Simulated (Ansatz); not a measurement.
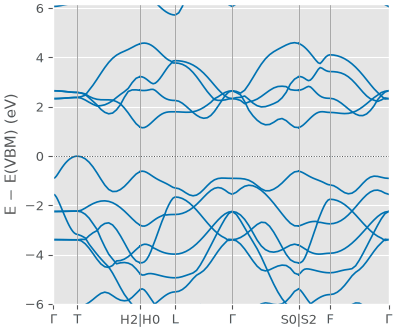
Fig. 1. Band structure from plane-wave PAW r²SCAN (Ansatz code)

The gap is 1.15 eV; an edge lies off the plotted path or next to a special point (maximum at T, minimum off the standard path).

The material is MoS$_{2}$ in space group R3m (No. 160; Mo on 3a, S on 3a, S on 3a).

The r²SCAN relaxation kept the symmetry of its start. The run is not spin-polarised. A crystal of weakly bound layers computed without a dispersion correction: the cell and the soft elastic constants depend strongly on that. Scalar-relativistic: spin–orbit coupling is off unless named, which matters more the heavier the elements.

Potentials: the later of the program's two PAW sets.
